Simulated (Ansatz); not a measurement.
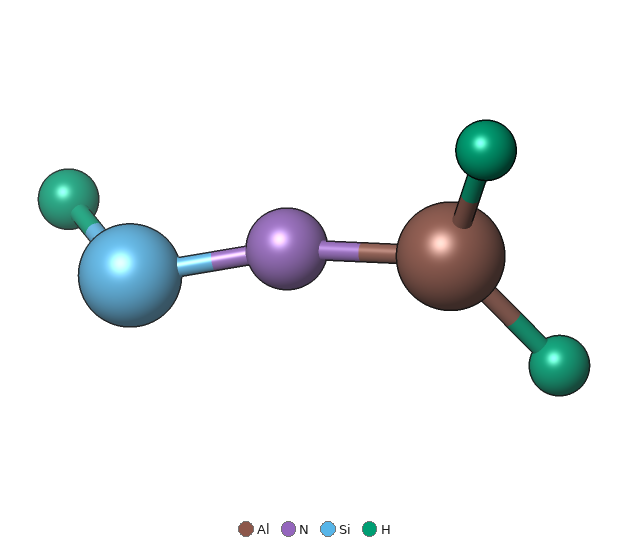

Ball-and-stick drawing of a structure. Every bond is drawn as one stick, whatever its order.

Charge 0, doublet.

Describe the molecule.

The molecule is AlH₃NSi. This geometry has Cs symmetry. It is an open-shell species. Coordination, clear cases only: 1 Al trigonal planar; 1 Si bent.

The parts below concern this one geometry. Atoms keep their numbers from picture to picture. The computed structure is the end point of a PBE0-D4/def2-TZVP optimisation. No frequency run is at hand to confirm it as a minimum.

## Geometry

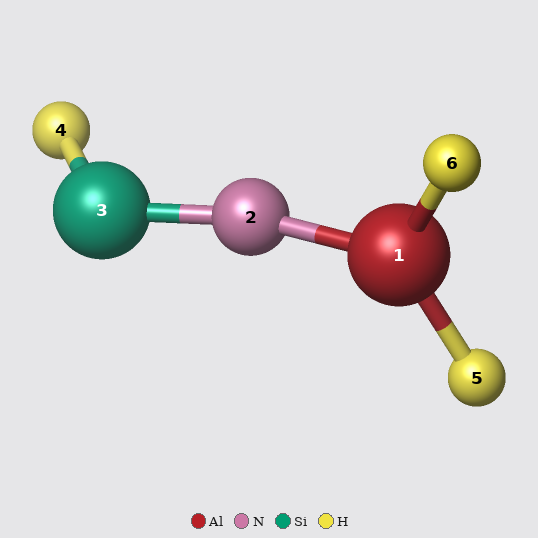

No frequency run is at hand to confirm it as a minimum.

Give the bond lengths.

```
  bond  length (Å)
Al1–N2       1.770
Al1–H5       1.585
Al1–H6       1.585
N2–Si3       1.582
Si3–H4       1.521
```

## Electronic properties

No frequency run is at hand to confirm it as a minimum. Properties computed with UKS PBE0-D4/def2-TZVPP (Ansatz 0.2.0).

Question: What is the ⟨S²⟩ of the determinant?

Answer: 0.758.

Question: What is the HOMO energy (Kohn–Sham orbital)?

Answer: −6.60 eV.

## Charges

The questions are on Mulliken charges. No frequency run is at hand to confirm it as a minimum. Properties computed with UKS PBE0-D4/def2-TZVP (Ansatz 0.2.0).

Question: Which atom carries the highest charge (most positive or least negative)?

Answer: Al1 (0.33 e).

Question: And the lowest?

Answer: N2 (−0.34 e).

Give the Mulliken charges atom by atom.

```json
{"atom": "Al1", "value (e)": "0.33"}
{"atom": "N2", "value (e)": "−0.34"}
{"atom": "Si3", "value (e)": "0.20"}
{"atom": "H4", "value (e)": "0.02"}
{"atom": "H5", "value (e)": "−0.10"}
{"atom": "H6", "value (e)": "−0.10"}
```

## Dipole moment

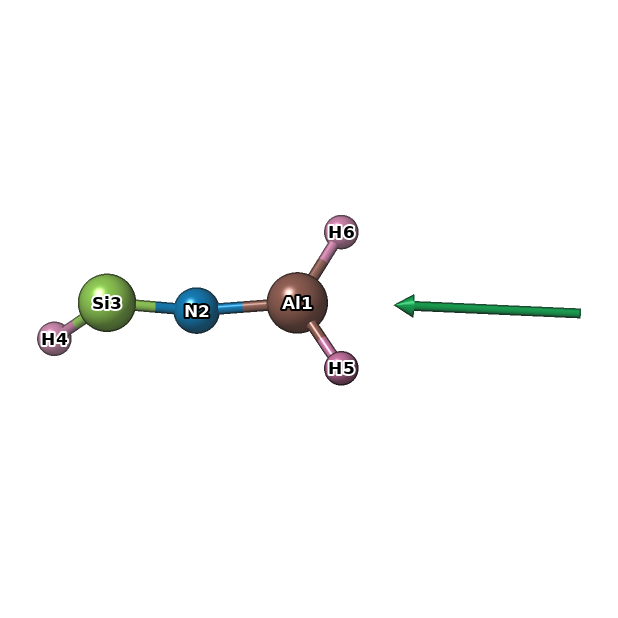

The arrow beside the molecule shows the direction of the dipole moment, from the negative to the positive end (its length means nothing). No frequency run is at hand to confirm it as a minimum. Level of theory: UKS PBE0-D4/def2-TZVP (Ansatz 0.2.0).

Question: How large is the dipole moment?

Answer: 1.96 D; it points from the side of H5, H6 to the side of H4 (the outermost atoms at the two ends).

Mulliken values depend strongly on the basis set and can even reverse the polarity of a bond.
